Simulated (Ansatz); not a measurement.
# BSiH5 (boranylsilane) at revPBE/STO-3G

Aim: the energy change on altering one bond length of BSiH5 (boranylsilane) at revPBE/STO-3G, from 2 runs. 

The results are computed with Ansatz 0.2.0.

47 further runs of the same task are left out: 47 set aside as unsound or not needed.

## Step 1: The structure to begin with

The species is BSiH5 (7 atoms), meant as a singlet with charge 0. SMILES: `B[SiH3]`. Geometry: relaxed at PBE0-D4/def2-TZVP.

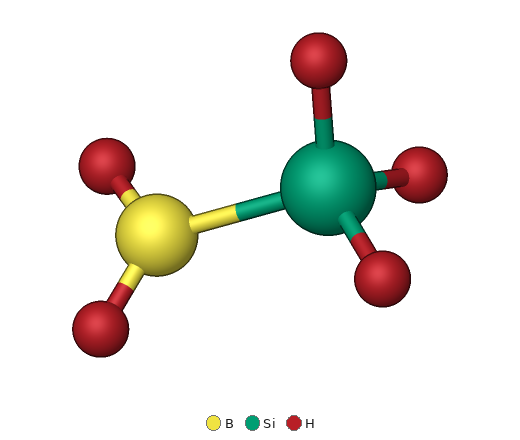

Viewed from a chosen angle; boron yellow, silicon teal, hydrogen red.

## Step 2: A single-point energy at revPBE/STO-3G

molecule.yaml reads:

```yaml
basis:
  gaussian:
    orbitals: STO-3G
crystal:
  periodic: [false, false, false]
  atoms:
    - {symbol: B, position_ang: [-0.043200, -1.189000, 0.204300]}
    - {symbol: Si, position_ang: [0.089100, 0.785300, -0.148500]}
    - {symbol: H, position_ang: [-1.126000, -1.690600, 0.290100]}
    - {symbol: H, position_ang: [0.906400, -1.902500, 0.335400]}
    - {symbol: H, position_ang: [-0.616000, 1.093400, -1.427200]}
    - {symbol: H, position_ang: [-0.623600, 1.516700, 0.939600]}
    - {symbol: H, position_ang: [1.474500, 1.318800, -0.239500]}
hamiltonian:
  xc: {name: revPBE}
accuracy: high
```

Run with:

```console
$ ansatz run molecule.yaml --threads 1 --pin off --max-ram 2610MiB --events-out events.jsonl --progress --plain --runs-dir runs
```

Log:

```text
Warning: RAYON_NUM_THREADS=1 ignored (pool sized by the plan → 1); use --threads N
Functional definition: revPBE
  name "revPBE"
  parameter kappa = 1.245
  parameter beta = 0.06672455060314922
  exchange = pbe_x(kappa = kappa, mu = beta*pi^2/3)
  correlation = pbe_c(beta = beta)
334 factors; integrals over basis functions are off by at most 1.3e-8 eV
mean field evaluation 1: about -8531.6206 eV, gradient 1.6e1 eV
mean field evaluation 2: about -8531.7501 eV, gradient 1.4e1 eV
mean field evaluation 4: about -8532.4543 eV, gradient 9.9e-2 eV
mean field evaluation 8: about -8532.3621 eV, gradient 1.6e-3 eV
mean field -8532.36212100 eV, -313.5585245039 hartree, gradient 6.9e-8 eV, S^2 0.000000; 0 other end points of the search recorded, 0 dependent functions left out
reference -8532.36212348 eV, -313.5585245951 hartree; 12, 12 occupied and 7, 7 virtual orbitals, 334 factors
Total energy: -8532.36212348 eV, -313.5585245951 hartree
```

Wall time 1.1 s (1 thread of Arm Neoverse V2, shared host); peak memory 0.097 GiB.

## Step 3: The distorted shape, same level

in.yaml reads:

```yaml
crystal:
  periodic: [false, false, false]
  atoms:
    - symbol: B
      position_ang: [-0.280567, -1.010650, 0.171530]
    - symbol: Si
      position_ang: [-0.148267, 0.963650, -0.181270]
    - symbol: H
      position_ang: [-1.363367, -1.512250, 0.257330]
    - symbol: H
      position_ang: [0.906400, -1.902500, 0.335400]
    - symbol: H
      position_ang: [-0.853367, 1.271750, -1.459970]
    - symbol: H
      position_ang: [-0.860967, 1.695050, 0.906830]
    - symbol: H
      position_ang: [1.237133, 1.497150, -0.272270]
basis:
  gaussian:
    orbitals: STO-3G
hamiltonian:
  xc: {name: revPBE}
accuracy: high
```

Run with:

```console
$ ansatz run in.yaml --threads 1 --pin off --max-ram 2610MiB --events-out events.jsonl --progress --plain --runs-dir runs
```

Log (excerpt; [...] marks lines left out):

```text
Warning: RAYON_NUM_THREADS=1 ignored (pool sized by the plan → 1); use --threads N
[... 6 set-up lines as earlier in the session ...]
334 factors; integrals over basis functions are off by at most 9.9e-9 eV
mean field evaluation 1: about -8530.5856 eV, gradient 1.7e1 eV
mean field evaluation 2: about -8530.5544 eV, gradient 1.6e1 eV
mean field evaluation 4: about -8531.5474 eV, gradient 4.5e-1 eV
mean field evaluation 8: about -8531.4374 eV, gradient 5.0e-3 eV
mean field evaluation 16: about -8531.4374 eV, gradient 2.7e-8 eV
mean field -8531.43743644 eV, -313.5245429733 hartree, gradient 2.7e-8 eV, S^2 0.000000; 0 other end points of the search recorded, 0 dependent functions left out
reference -8531.43743897 eV, -313.5245430661 hartree; 12, 12 occupied and 7, 7 virtual orbitals, 334 factors
Total energy: -8531.43743897 eV, -313.5245430661 hartree
```

Run time: 1 s. Hardware: 1 thread of Arm Neoverse V2, shared host; peak memory 0.098 GiB.

## Step 4: What came out

Level: revPBE/STO-3G.

| quantity | value |
| --- | --- |
| first shape: total energy | -313.55852 Eh |
| distorted shape: total energy | -313.52454 Eh |
| energy change with the B1–H4 bond stretched from 1.195 to 1.494 Å | 0.925 eV |

In words: With the B1–H4 bond stretched from 1.195 to 1.494 Å the energy rises by 0.92 eV (89.2 kJ/mol). The first shape isn't relaxed at this level, so the change isn't measured from a minimum. The minimal basis adds a large error of its own.
